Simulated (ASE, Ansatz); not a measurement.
# Localised basis functions on (14,0) 1T-TaS2 nanotube (84 atoms), part 2 of 2

Aim: test how closely localised support functions follow the reference on (14,0) 1T-TaS2 nanotube (84 atoms), and at what cost. A setting counts as converged where the r.m.s. difference of forces stays under 1 % of the r.m.s. force.

Ansatz 0.2.0; Kohn-Sham DFT, PBE+D4, PAW (set soft_2), plane waves.

The cell: 28 Ta and 56 S. The cell is under 6 Å thick along one periodic direction. Beside vacuum, support functions can miss their usual error bounds without a warning. Sampling is at Γ alone, for a cell whose periodic width is 6 Å. Spin–orbit coupling is left out.

So far. Step 2 (Plane-wave single point): Mean Löwdin charges: S -0.17, Ta +0.56 e (they miss 0.89 % of the electrons, so they add up to more than the cell's charge). Within 0.4 eV of the Fermi level the largest share is Ta d (71 % of the projected weight).

### 3. Local order

Bonds and neighbours are counted at the geometry of the runs.

Normalised to the volume that the atoms fill. Pair distribution functions g(r), in bins of 0.2 Å:

```csv
r (Å),total,S-S,S-Ta,Ta-Ta
2.20,0.31,0.00,0.69,0.00
2.40,4.28,0.00,9.63,0.00
2.60,3.75,2.21,6.22,0.00
2.80,0.07,0.16,0.00,0.00
3.00,0.00,0.00,0.00,0.00
3.20,1.65,3.25,0.00,1.78
3.40,1.89,0.25,0.00,16.06
3.60,2.78,6.25,0.00,0.00
3.80,0.83,0.00,1.88,0.00
4.00,0.68,1.03,0.49,0.00
4.20,0.79,0.00,1.78,0.00
4.40,0.76,0.00,1.72,0.00
4.60,0.01,0.00,0.03,0.00
4.80,1.52,1.99,1.44,0.00
5.00,0.87,1.54,0.42,0.00
5.20,0.82,0.58,1.26,0.00
5.40,0.89,0.00,2.00,0.00
5.60,0.64,0.00,1.32,0.44
5.80,1.90,2.16,0.70,5.57
6.00,0.75,1.70,0.00,0.00
6.20,0.17,0.00,0.39,0.00
6.40,0.67,0.81,0.45,0.96
6.60,0.58,0.76,0.05,1.95
6.80,0.48,0.00,0.68,1.62
7.00,0.72,1.26,0.37,0.00
7.20,0.87,0.26,1.70,0.00
7.40,1.00,1.09,1.17,0.00
7.60,0.61,0.83,0.54,0.00
```

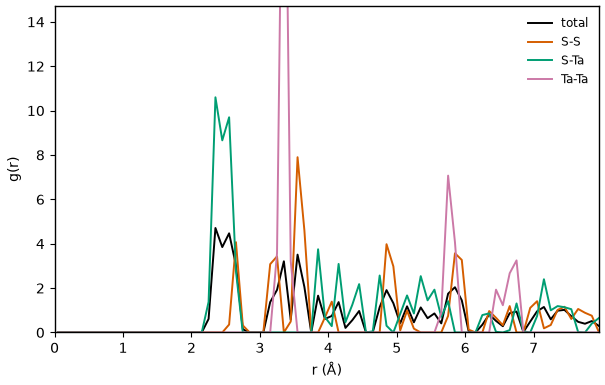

Pair distribution functions, with peaks cut at 14.

Bonds by pair of elements; cutoffs follow the first minimum of g(r), held within bounds set by covalent radii, and pairs that aren't listed don't count as bonded:

```csv
pair A-B,cutoff (Å),bonds,mean length (Å),spread (Å),shortest (Å),B about A,A about B
S-Ta,3.22,168,2.47,0.102,2.29,3,6
```

How many atoms have how many bonded neighbours:

```csv
element,mean,3,6
S,3,56,0
Ta,6,0,28
```

Bond angles (no mean is given where the spread exceeds 20°):

```csv
angle,count,mean (°),spread (°)
S-Ta-S,420,-,-
Ta-S-Ta,168,85.7,3.6
```

With the cutoffs above, all S atoms have 3 and all Ta atoms have 6 bonded neighbours.

Local excerpt of 13 atoms (numbers count through the whole input) about Ta28, which bears the longest force; x, y, z are measured from there.

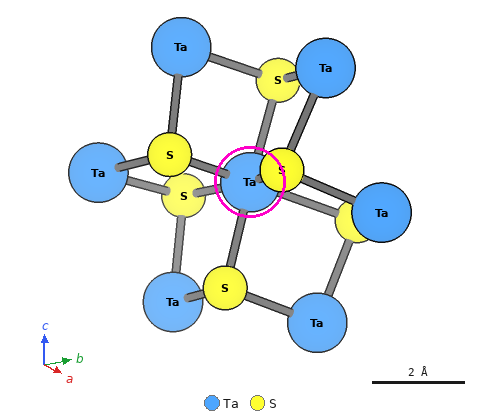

The atoms of the table, within 3.4 Å (arrows a, b, c point along x, y, z); some may hide others; the central atom is ringed.

```csv
atom,x,y,z,distance (Å),bonds,Löwdin charge (e),Fx,Fy,Fz (eV/Å)
Ta28,0.00,0.00,0.00,0.00,6,0.56,-1.18,1.82,-0.62
S30,0.02,-2.10,0.93,2.29,3,-0.08,-0.37,-0.84,0.61
S24,2.05,-0.47,0.94,2.30,3,-0.09,1.17,0.46,0.53
S29,-0.92,1.20,1.90,2.43,3,-0.23,0.05,-0.17,0.18
S33,0.94,-1.14,-1.98,2.47,3,-0.08,0.12,-0.31,0.33
S38,-2.37,-0.23,-0.96,2.56,3,-0.26,0.32,-0.22,-0.23
S32,0.73,2.31,-0.99,2.62,3,-0.29,0.51,-0.73,-0.14
Ta37,-1.19,-1.14,2.90,3.34,6,0.56,-1.16,0.55,-0.24
Ta34,-2.10,-2.59,-0.03,3.34,6,0.54,-1.32,0.25,-0.75
Ta37,-1.19,-1.14,-2.92,3.35,6,0.56,-1.16,0.55,-0.24
Ta31,1.42,0.95,2.89,3.36,6,0.57,-0.50,1.48,-0.23
Ta22,3.04,1.50,-0.02,3.39,6,0.55,-0.16,1.01,-0.63
Ta31,1.42,0.95,-2.93,3.39,6,0.57,-0.50,1.48,-0.23
```

The column of bonds counts only the pairs S-Ta within 3.22 Å; other neighbours, such as metal atoms beside each other in a compound, aren't counted, and periodic images can show an atom twice.

### 4. Support functions medium

With localised support functions most steps grow linearly with size, though the diagonalisation grows faster unless the density matrix is cut; this run measures error and cost at this size.

This step: Kohn-Sham DFT, PBE+D4, PAW (set soft_2), localised support functions (medium) (Ansatz 0.2.0).

File input.yaml:

```yaml
crystal:
  lattice:
    - [27.0333, 0.0, 0.0]
    - [0.0, 27.0333, 0.0]
    - [0.0, 0.0, 5.81969]
  atoms:
    [... the 84 atom lines of step 2 ...]
kpoints:
  mp_grid: { grid: [1, 1, 1] }
hamiltonian:
  xc: pbe
  dispersion: d4
scf:
  occupations: { method: gaussian, width: 0.05 }
  eigensolver: { kind: { support_functions: { accuracy: medium } } }
  mixing: { beta: 0.2 }
  max_iter: 150
output:
  forces: true
  eigenvalues: true
```

Command:

```
> ansatz run input.yaml --threads 8 --pin off --max-ram 15872MiB --backend cpu --events-out ev --progress --plain --runs-dir out
```

Numbers of over 12 decimals in the logs are rounded to 6 here.

What it wrote:

```text
Warning: scf.eigensolver.kind.support_functions: disabling space-group detection — the functions' gradient is summed over unrotated k-points, so no spatial operation reduces the k-mesh or symmetrises the density; time reversal is kept, so that k and −k are solved as one point where they differ and the mesh holds both, and exact exchange and, on two spinor components, a DFT+U term hold to it where the run has them: [...]
settings of this run that can trade accuracy for cost: scf.eigensolver.kind.support_functions [...]
[...]
Crystal: 84 atoms, lattice volume = 4253.025 Å³
Basis set: ecut = 420 eV, 83163 PW (Γ), exchange–correlation on 384×384×80 points (8 copies of the dense FFT grid, shifted against one another)
Bands: 420, of which v1, the nominal top of the filled ones, is band 350 counted from 1 (349 counted from 0)
Symmetry: 1 space group operations
k-points: 1
[...]
SCF iter   1: F=—  HF=-328668.325232 eV  |F-HF|=—  |Δ(HF+E_count)|=         —  Δρ=2.82e-2  dr2=4.65e1  ethr=1.00e-1
[...]
SCF iter  26: F=-328694.182022 eV  HF=-328694.181925 eV  |F-HF|=9.73e-5  |Δ(HF+E_count)|=   6.99e-5  Δρ=3.02e-6  dr2=1.39e-6  ethr=3.48e-10
SCF 1 converged in 26 iterations: F = -328694.185340 eV  dr2 = 1.39e-6
[...]
SCF converged after 26 iterations
Stability not checked: this state was not tested for a lower state beside it, because the mixer in use, unlike msr1, does not test its closes by its own steps (another_mixer; see scf.mixing.algorithm and scf.lower_state_search)
Free energy (F): -328694.185340 eV
[...]
Internal energy: -328693.954763 eV  (E = F + TS)
E sigma→0 (E₀):  -328694.070052 eV
Entropy (-TS):   -0.230577 eV (-2.745 meV/atom)
Fermi energy:    1.145336 eV
[...]
--- Forces (eV/Å), atoms counted from 1 ---
  atom   1  Ta     1.72151889    -0.21629275    -0.84226596
  atom   2  S     -0.64280970    -0.17934591    -0.03233182
  atom   3  S     -0.14897986     0.46782959     0.60790975
  atom   4  Ta     0.86937638     0.93693550    -0.76009709
  atom   5  S      0.20486026    -0.12388881     0.25723323
  atom   6  S      0.21427122    -0.72384991     0.36234646
  atom   7  Ta     0.98962929     0.27900577    -0.39325616
  atom   8  S     -0.65464911    -0.03250319    -0.30460245
  atom   9  S      0.00729050     0.05416074     0.62051988
  atom  10  Ta     0.96106568     1.61460462    -0.93517729
  atom  11  S     -0.78602304    -0.71788920    -0.17232106
  atom  12  S      0.26251863     0.37356760     0.49296793
  atom  13  Ta     1.28718056     1.23016691     0.24399943
  atom  14  S     -0.68062187    -0.71726917    -0.02578771
[...]
atom  83  S     -0.54737396    -0.00434547    -0.31956197
  atom  84  S     -0.07220363     0.25889867     0.45928835
  max |Σ_I F_I| component: 5.31e-3 eV/Å
--- Band table (eV) ---
[...]
```

Wall time 98 s (8 threads of Arm Neoverse V2, shared host); peak memory 4.4 GiB.

The program notes that the band table was not solved further than the SCF left it and it switched symmetry off. Further notices: vacuum switching off with vacuum.

Keys that differ from the reference: support_functions.accuracy = "medium", scf.max_iter = 150 and scf.mixing.beta = 0.2.

Forces differ from the reference by 1.00 meV/Å r.m.s., 0.14 % of their size, well within a tolerance of 1 %; the energy by -0.56 meV/atom. It took 98 s and 26 cycles; the reference's time can't be set against it, since the two runs asked for unlike analyses.

### 5. The ladder side by side

Differences are against the plane-wave reference (Kohn-Sham DFT, PBE+D4, PAW (set soft_2), plane waves), whose r.m.s. force component is 0.690 eV/Å. Energies are set beside the reference only for runs with its functional, potentials and electron count. Times are for 8 threads of Arm Neoverse V2, shared host. The reference's time includes the DOS and grids, which some other runs skip.

```csv
run,"Δ force, r.m.s. (meV/Å)",share of r.m.s. force (%),Δ energy (meV/atom),cycles,time,host memory (GiB)
reference,-,-,-,18,53 s,5.1
support functions medium,0.999,0.145,-0.557,26,98 s,4.4
```

### 6. Summary of results

| Property | Result |
| --- | --- |
| free energy per atom | -3913.0255 eV/atom |
| r.m.s. force component | 0.6898 eV/Å |
| wall time of the 2 DFT runs | 2.5 min |

**Reading.** Against plane waves at 420 eV, the forces differ by 1.00 meV/Å (0.14 %) with support functions medium. At 84 atoms the run with support functions medium takes roughly 1.8 times the time of plane waves (whose run also made extra analyses, so the like-for-like ratio is larger), in 26 SCF cycles against 18. Differences between support functions and plane waves include what basis error the plane-wave run still has.

12 levels are partly filled, by over 2 % (at Γ alone): no clear gap opens at this level. Levels of broken or missing bonds inside a gap of the host would look the same. With the cutoffs above, all S atoms have 3 and all Ta atoms have 6 bonded neighbours.

What to keep in mind: The geometry was built by rule, was displaced at random and isn't relaxed at this level: its force components are 0.69 eV/Å r.m.s.

[Logs are printed without paths, hosts, clocks, repeated set-up lines and the standing remarks that a program may print on its own settings, such as how far it seeks lower states.]

[Hosts, paths, dates, database ids (printed as entryN), source tags and the programs' standing remarks are cut or masked in the printed files.]
